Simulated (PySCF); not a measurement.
Si(H)(OMe)2(OEt), SMILES CCO[SiH](OC)OC at its GFN2-xTB optimised geometry (Å):

```
20

Si    -0.3118    -0.3606     0.0000
O     -0.8804    -1.1670     1.2836
C     -0.8475    -2.5492     1.4992
O     -0.8939    -1.0964    -1.3188
C     -0.8360    -0.6551    -2.6443
O     -0.8786     1.1506     0.0000
C     -0.7230     2.1650     0.9548
C     -1.5103     1.8817     2.2249
H      1.1546    -0.3606     0.0000
H      0.1615    -2.8660     1.7736
H     -1.5330    -2.7759     2.3168
H     -1.1546    -3.0882     0.6024
H     -1.1179     0.3962    -2.7157
H      0.1747    -0.7775    -3.0411
H     -1.5296    -1.2609    -3.2288
H     -1.0774     3.0882     0.4827
H      0.3407     2.2802     1.1933
H     -1.1764     0.9405     2.6514
H     -2.5685     1.7979     1.9932
H     -1.3622     2.6835     2.9435
```

Method: PySCF 2.14.0 with B3LYP/def2-SVP.

Map of the deformation density (molecule minus spherical neutral atoms) (e/bohr³) on the plane z = 0.6 Å:

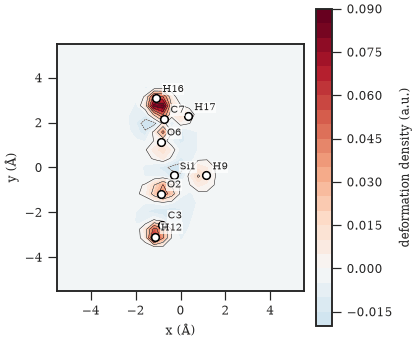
Fig. 1. Deformation density (molecule minus spherical neutral atoms) (e/bohr³) on the plane z = 0.6 Å.
